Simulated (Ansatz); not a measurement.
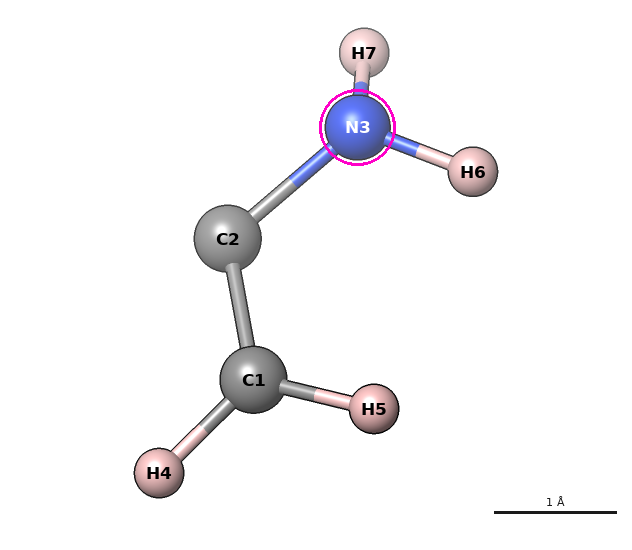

Orthographic view. Distant atoms are faded towards the background colour. Charge −1, singlet. The computed structure is the end point of a PBE-D4/def2-SVPD optimisation. No frequency run is at hand to confirm it as a minimum.

Name the neighbours of the circled atom.

Answer. The circled atom is N3; it is bonded to C2, H6, H7.

What is the shortest path along bonds from the circled atom to H5?

Answer. N3–C2–C1–H5, 3 bonds; through space the two are 2.60 Å apart.

Which atom is farthest from the viewer?

Answer. H7, 1.1 Å behind the mean position.

Which two atoms are farthest apart in space?

Answer. H4 and H7, 4.18 Å.
